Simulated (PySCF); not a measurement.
# CClF (CClF): the cost of one run

Programs: PySCF 2.14.0, with density-fitted response routines of our own. Each step states its level of theory. These are calculated values for one molecule in the gas phase, unless marked as measured. Atoms count from 0, in the outputs and in this text.

### 1 Starting geometry

3 atoms, charge 0, multiplicity 1; geometry from: GFN2-xTB. The atoms were then displaced at random by about 0.01 Å, so the start is not that level's minimum.

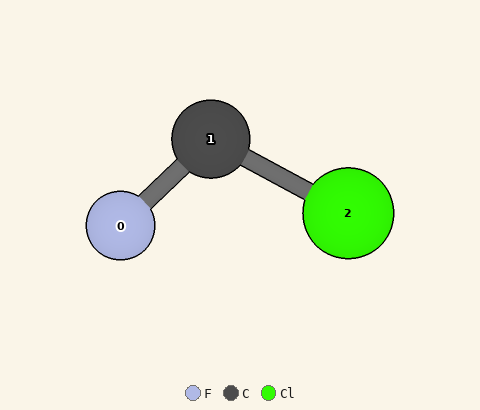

The starting geometry (fluorine light blue, carbon dark grey, chlorine green), atoms numbered.

### 2 Geometry optimisation at PBE0-D3(BJ)/def2-SVP

The job: settings as JSON, then the geometry in Å.

```
{"job": {"xc": "PBE0", "basis": "def2-SVP", "d3": "d3bj", "grid": 1, "shake": 0.01, "kind": "geom"}, "charge": 0, "multiplicity": 1}
F     -1.109770    -0.372340     0.001580
C     -0.171190     0.550100    -0.013280
Cl     1.286970    -0.212700    -0.007480
```

The run is started by

```sh
> OMP_NUM_THREADS=1 python probes_run.py task.json out
```

One launch serves the whole session: the jobs run in the order shown.

**Question.** How long does this first job take on 1 thread of Arm Neoverse V1, shared host, and how much memory does it need?

About 4 s, with a peak of 0.26 GiB.
